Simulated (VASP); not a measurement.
Energy against volume of GaN (zinc blende). These are rev-vdW-DF2, VASP's PBE PAW potentials (set 64) (plane waves; VASP 6.6.1) values and carry that method's errors.

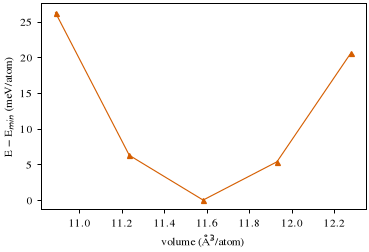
Figure: Energy against volume

Task: Estimate the equilibrium volume and the bulk modulus.

Result: The minimum lies near 11.6 Å³/atom, and the curvature gives B0 of about 180 GPa.

Measured: a 4.500 Å at 300 K (computed value off by +0.6 %), as given by I. Vurgaftman et al., Journal of Applied Physics (2001), doi:10.1063/1.1368156. The calculation is for a static lattice, while the measured a holds thermal and zero-point effects, which are part of the difference.

The compound is GaN in the zinc blende structure, a metastable form; wurtzite is the usual one. It was relaxed first.
